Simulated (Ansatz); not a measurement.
**Response to strain in ZnCu**

Start from ZnCu in the CsCl type structure (space group Pm-3m, No. 221; a = 2.908 Å; relaxed with 0.1 eV smearing). Axes: x, y, z lie along the cube axes.

Strains are applied to the cell and any free atomic positions relax; under biaxial strain the out-of-plane vector relaxes too.

The values are results of PBEsol (Ansatz, a first-principles code; PAW; 420 eV plane waves; scalar-relativistic without spin-orbit coupling), not measurements.

Notes on the quantities. pressure: mean of the normal stresses, compression positive.

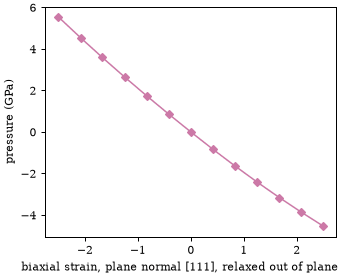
Fig. 1. Pressure against biaxial strain, plane normal [111], relaxed out of plane

| biaxial strain, plane normal [111], relaxed out of plane (%) | pressure |
|---|---|
| -2.5 | 5.5 GPa |
| -2.08 | 4.5 GPa |
| -1.67 | 3.6 GPa |
| -1.25 | 2.6 GPa |
| -0.83 | 1.7 GPa |
| -0.42 | 0.9 GPa |
| 0.42 | -0.8 GPa |
| 0.83 | -1.6 GPa |
| 1.25 | -2.4 GPa |
| 1.67 | -3.2 GPa |
| 2.08 | -3.9 GPa |
| 2.5 | -4.5 GPa |

Stability against distortions was not tested. The final runs are not spin-polarised.
